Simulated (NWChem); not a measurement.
# Exact exchange and the vertical energy of the triplet above the singlet of C2H6S2 (dimethyl disulfide)

C2H6S2: 10 atoms, total charge 0, spin state singlet. SMILES: `CSSC`. The shape is that of a PBE0-D4/def2-TZVP optimisation. This is one conformer, not always the lowest.

The vertical energy of the triplet above the singlet y, in eV, basis cc-pVDZ; a is the functional's share of exact exchange. Programs: NWChem 7.3.0.

```
functional  program     a  y (eV)
    r2SCAN   NWChem     0    4.31
      TPSS   NWChem     0    4.27
     B3LYP   NWChem   0.2       ?
      PBE0   NWChem  0.25    4.38
     BHLYP   NWChem   0.5    4.59
```

Question: Fit y = c + s·a to the known rows and predict B3LYP.

Answer: 
1. Means of the 4 rows: a = 0.1875, y = 4.387.
2. Σ(Δa)² = 0.17188, Σ(Δa·Δy) = 0.099375, so the slope is 0.099375/0.17188 = 0.57816.
3. Intercept: 4.387 − (0.57816) × 0.1875 = 4.279. The largest residual of the fit is 0.044.
4. B3LYP: 4.279 + (0.57816) × 0.2 = 4.39 eV.

The run gave 4.39 eV, so the prediction is off by 0.00 eV: they agree to the digits shown.

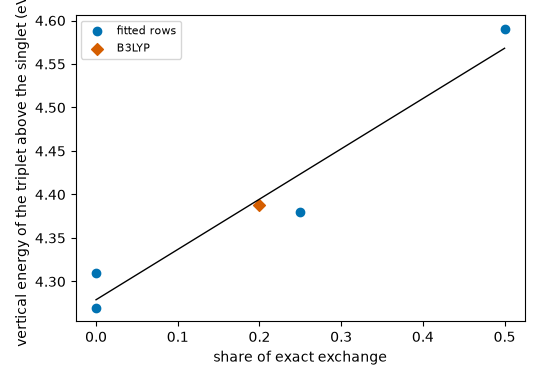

The fitted line, with the withheld row.
